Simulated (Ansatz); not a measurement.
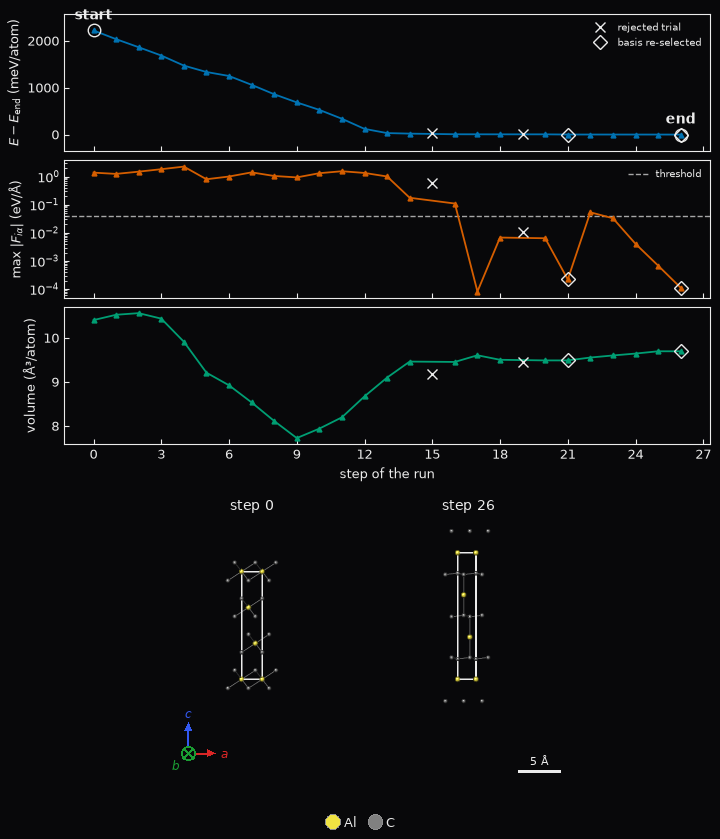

First and last geometry of a relaxation of crystalline AlC$_{2}$ (built on the cadmium chloride_166 type) (coarse preliminary run), with the history of the run. A ball-and-stick model of the conventional cell (3 times the calculation's cell), seen along the b axis. Lengths and directions refer to the drawn axes.

Case: cadmium chloride type (R-3m, No. 166).

Computed with DFT PBE, scalar-relativistic, plane waves, PAW (Ansatz 0.2.0).

The input:
```yaml
crystal:
  lattice:
    - [1.4395991631, 0.8311529644, 4.3479577407]
    - [-1.4395991631, 0.8311529644, 4.3479577407]
    - [0.0, -1.6623059287, 4.3479577407]
  atoms:
    - { symbol: Al, position: [0.0, 0.0, 0.0] }
    - { symbol: C, position: [0.75, 0.75, 0.75] }
    - { symbol: C, position: [0.25, 0.25, 0.25] }
basis:
  ecutwfc: 420
kpoints:
  mp_grid: { grid: [6, 6, 6] }
hamiltonian:
  xc: pbe
scf:
  occupations: { method: gaussian, width: 0.1 }
  lower_state_search: "off"
output:
  forces: true
  stress: true
  eigenvalues: true
relax:
  adjacent_minimum: "off"
  f_tol: 0.04
  max_steps: 70
  cell: { stress_tol: 0.4 }
```

Command:
```bash
ansatz run input.yaml --threads 1 --pin off --max-ram 2560MiB --backend cpu --events-out ev --progress --plain --runs-dir out
```

Q: Read the history and describe the run.

A: It converged. Over 22 accepted moves (26 points after the start) the energy falls by 2221 meV per atom. Largest force component: 1.4 eV/Å at the start, 0.00011 eV/Å at the end. Pressure: 18.64 GPa at the start and 0.09 GPa at the end. The line search rejected the trial steps at points 15, 19 of the run. The SCF was repeated twice at an unchanged geometry on a basis and grid sized afresh for the cell, which shifted the energy by 3.9 meV per atom at most. The largest moves relative to the cell, 1.36 Å, are those of C2 and C3. C2 goes along +c. Al stays in place. The volume changes by −6.8 %, with a = b 2.879 → 2.565 Å (−10.9 %), c 13.044 → 15.317 Å (+17.4 %). Near-neighbour distances that change, for instance: C2–C3 2.737 → 1.490 Å, Al1–C2 1.986 → 3.023 Å, Al1–C2 (another image) 3.261 → 2.470 Å, Al1–Al1 2.879 → 2.565 Å. New bonds form: C2–C3 (2.74 → 1.49 Å). Bonds break: Al1–C2 (1.99 → 3.02 Å), Al1–C3 (1.99 → 3.02 Å). The space group stays R-3m (No. 166). Cost: 29 s on 1 thread of Arm Neoverse V1, on a shared host, peak memory 0.27 GiB.

| step | E − E(0), meV/atom | largest force component, eV/Å | pressure, GPa | volume, Å³/atom | note |
| --- | --- | --- | --- | --- | --- |
| 0 | 0.00 | 1.3810 | 18.64 | 10.405 |  |
| 1 | -185.35 | 1.2454 | 8.17 | 10.526 |  |
| 2 | -357.78 | 1.4973 | 0.01 | 10.563 |  |
| 3 | -534.39 | 1.8302 | -6.47 | 10.438 |  |
| 4 | -749.22 | 2.2633 | -8.44 | 9.913 |  |
| 5 | -886.09 | 0.8044 | -1.67 | 9.211 |  |
| 6 | -970.98 | 1.0055 | -1.66 | 8.924 |  |
| 7 | -1159.77 | 1.4121 | -4.95 | 8.535 |  |
| 8 | -1360.85 | 1.0508 | -2.40 | 8.113 |  |
| 9 | -1534.58 | 0.9355 | 11.19 | 7.725 |  |
| 10 | -1694.18 | 1.3190 | 15.02 | 7.940 |  |
| 11 | -1883.83 | 1.5497 | 19.28 | 8.197 |  |
| 12 | -2099.86 | 1.3463 | 12.70 | 8.673 |  |
| 13 | -2189.43 | 1.0075 | 5.21 | 9.099 |  |
| 14 | -2200.96 | 0.1765 | -4.33 | 9.463 |  |
| 15 | -2189.77 | 0.6133 | 13.03 | 9.188 | rejected |
| 16 | -2214.52 | 0.1102 | -0.72 | 9.454 |  |
| 17 | -2215.27 | 0.0001 | -1.26 | 9.606 |  |
| 18 | -2216.07 | 0.0068 | 0.26 | 9.503 |  |
| 19 | -2216.10 | 0.0109 | 0.47 | 9.446 | rejected |
| 20 | -2216.20 | 0.0064 | 0.17 | 9.489 |  |
| 21 | -2220.05 | 0.0002 | 0.52 | 9.489 | same geometry, new basis |
| 22 | -2220.16 | 0.0537 | 0.10 | 9.554 |  |
| 23 | -2220.30 | 0.0330 | -0.11 | 9.602 |  |
| 24 | -2220.57 | 0.0041 | -0.08 | 9.645 |  |
| 25 | -2220.72 | 0.0007 | -0.01 | 9.697 |  |
| 26 | -2221.48 | 0.0001 | 0.09 | 9.697 | same geometry, new basis |
